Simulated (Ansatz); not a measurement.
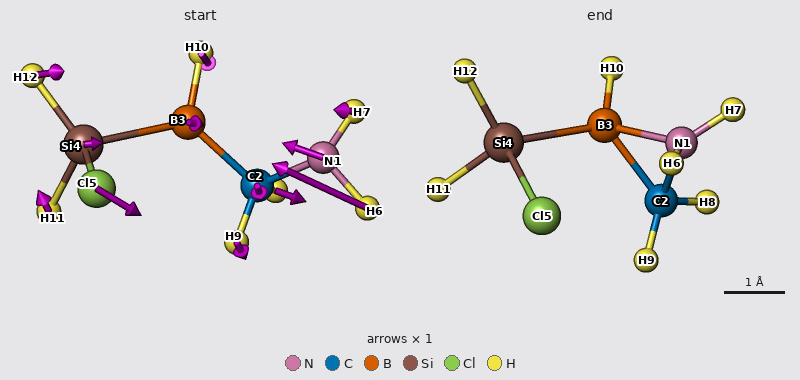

The structure of CH7BClNSi (coarse preliminary run) before (left) and after (right) a relaxation, at one scale. The purple arrows give the displacements, at their true length.

The picture is a ball-and-stick view, seen at a tilt.

The start comes from a force field.

All numbers below come from RKS PBE-D4/def2-SVP in Ansatz.

Input
```yaml
crystal:
  periodic: [false, false, false]
  atoms:
    - {symbol: N, position_ang: [-0.197000, 1.796400, 0.845700]}
    - {symbol: C, position_ang: [-0.799900, 0.528400, 0.505400]}
    - {symbol: B, position_ang: [0.341100, -0.544400, 0.413200]}
    - {symbol: Si, position_ang: [0.809700, -1.489600, -1.228700]}
    - {symbol: Cl, position_ang: [1.221300, -0.131800, -2.744900]}
    - {symbol: H, position_ang: [-1.021600, 2.554400, 0.761000]}
    - {symbol: H, position_ang: [0.078000, 1.835400, 1.841500]}
    - {symbol: H, position_ang: [-1.491500, 0.235500, 1.274000]}
    - {symbol: H, position_ang: [-1.311500, 0.599700, -0.432700]}
    - {symbol: H, position_ang: [1.037500, -0.764700, 1.404300]}
    - {symbol: H, position_ang: [-0.470000, -2.258900, -1.600000]}
    - {symbol: H, position_ang: [1.881000, -2.415400, -1.004700]}
basis:
  gaussian: {orbitals: def2-SVP}
hamiltonian: {xc: pbe, dispersion: d4}
relax: {f_tol: 0.03, max_steps: 200}
```

Launched with:
```bash
ansatz run in.yaml --threads 4 --pin off --events-out ev --progress --plain --max-ram 10444MiB
```

> Describe what moved and what it gained.

The atom that moves furthest after the best rigid fit is H6 (1.97 Å). Largest moves by element: H 1.97 Å, Cl 0.93 Å, N 0.74 Å, C 0.44 Å, B 0.39 Å, Si 0.34 Å. Near-neighbour distances that change, for instance: N1–B3 2.440 → 1.603 Å, N1–H6 1.123 → 1.033 Å, Si4–H12 1.434 → 1.508 Å, Si4–Cl5 2.077 → 2.151 Å. Bond angles that change, for instance: N1–C2–B3 108.1° → 62.6°, B3–Si4–H11 104.2° → 117.0°, B3–C2–H9 110.0° → 122.5°. After 21 geometry steps the energy has fallen by 40.7 kcal/mol. The largest force component goes from 3.1 to 0.018 eV/Å. Cost: 36 s on 4 threads of Arm Neoverse V1, on a shared host.
